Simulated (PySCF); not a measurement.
Molecule: SMILES [CH3][In]([CH3])[C](C)(C)C (C₆H₁₅In), singlet. Atoms near the plane z = 0.0 Å, at the GFN2-xTB optimised geometry (x, y, z in Å): In1 (0.2, -0.6, 0.0), C2 (2.5, -0.6, 0.0), H3 (2.8, -1.5, -0.5), H4 (2.9, -0.6, 1.0), H5 (2.9, 0.2, -0.6), C6 (-0.9, -2.6, 0.0), H7 (-1.6, -2.6, -0.8), H8 (-1.4, -2.8, 1.0), H9 (-0.2, -3.4, -0.2), C10 (-1.0, 1.4, 0.0), C12 (-2.3, 1.1, 0.8), C13 (-0.1, 2.4, 0.6), H17 (-2.8, 0.3, 0.4), H19 (-2.9, 2.0, 0.8), H21 (0.8, 2.6, 0.1), H22 (-0.6, 3.4, 0.6).

Computed with PySCF with PBE0/def2-SVP, def2 effective core potentials past Kr. The core electrons that the potentials of In replace are not part of the density. Cells within 0.4 Å of a nucleus heavier than hydrogen are left out (blank, or x). The values are rescaled to run from 0 to 1.

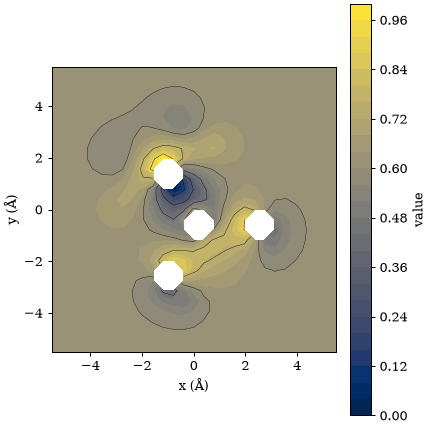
a field on the plane z = 0.0 Å.

Q: Which quantity is mapped?
A) deformation density (molecule minus spherical neutral atoms)
B) an orbital amplitude
C) electron localisation function
D) log10 of the electron density

A: B, an orbital amplitude. In full: HOMO amplitude (bohr^(-3/2)).
